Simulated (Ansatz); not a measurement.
The starting structures come from a database of crystals and need not be the phases stable at ambient conditions.

 Where the default PAW files enter, the runs use the earlier of Ansatz's two default sets.

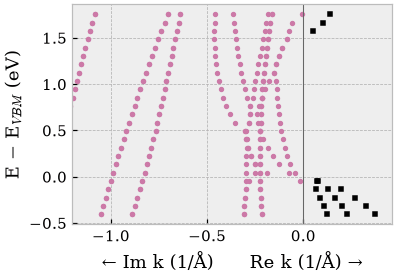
*Complex bands at the centre of the two-dimensional zone; PBEsol in Ansatz (an electronic-structure program)*

The gap is the functional's own. No spin-orbit coupling. Mid-gap values are interpolated on the energy grid.

Question: This is AlGaP2 (P-4m2, not sure to be the ambient phase, 4 atoms a cell, 20.4 Å³ an atom) along the normal of (111). Read off the slowest decay at the centre of the two-dimensional zone at 0.77 eV, the computed energy nearest the middle of the gap.

Answer: κ ≈ 0.13 1/Å, a decay length 1/(2κ) of the density of 3.8 Å.
